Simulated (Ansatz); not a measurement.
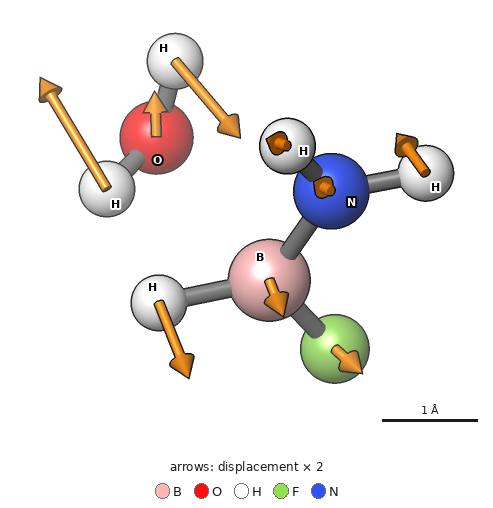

This is a relaxation of BNH₅OF. The starting structure is drawn; orange arrows show the displacements, magnified 2 times. The two geometries are superimposed by the best rigid fit.

A ball-and-stick model, seen from a free direction.

The run prepares an end point of a later path (reaction) calculation, from a guessed geometry.

Method: RKS B3LYP/def2-SVP (Ansatz).

Input
```yaml
crystal:
  periodic: [false, false, false]
  atoms:
    - { symbol: B, position_ang: [0.004103, 0.39158, -0.437177] }
    - { symbol: O, position_ang: [-0.041487, 0.061172, 2.156339] }
    - { symbol: H, position_ang: [-1.005265, -0.039343, 2.154782] }
    - { symbol: F, position_ang: [1.019681, -0.449466, -0.651591] }
    - { symbol: "N", position_ang: [-1.296114, 0.038652, -0.81674] }
    - { symbol: H, position_ang: [-1.520776, -0.860885, -1.228317] }
    - { symbol: H, position_ang: [-2.068175, 0.692036, -0.786486] }
    - { symbol: H, position_ang: [0.229347, 1.492709, -0.020781] }
    - { symbol: H, position_ang: [0.088586, 0.954345, 1.760572] }
basis:
  gaussian: { orbitals: def2-SVP }
hamiltonian:
  xc: b3lyp
relax:
  f_tol: 0.03
  max_steps: 50
```

Launched with:
```bash
ansatz run input.yaml --threads 2 --pin off --max-ram 3072MiB --backend cpu --events-out ev --progress --plain --runs-dir out
```

> Atoms of which element are displaced furthest, and by how much?

Hydrogen: up to 0.74 Å, against 0.25 Å for oxygen.

> What did the optimiser do to the structure, and how much energy did it gain?

Over 13 accepted moves (16 points after the start) the energy falls by 0.106 eV. Largest force component: 0.78 eV/Å at the start, 0.014 eV/Å at the end. The line search rejected the trial steps at points 2, 8, 10 of the run. The atom that moves furthest after the best rigid fit is H9 (0.74 Å). By element the largest moves are H 0.74 Å, O 0.25 Å, B 0.24 Å, F 0.23 Å, N 0.17 Å. Near-neighbour distances that change, for instance: O2–H9 0.986 → 0.967 Å, B1–H8 1.199 → 1.206 Å, B1–N5 1.400 → 1.405 Å.
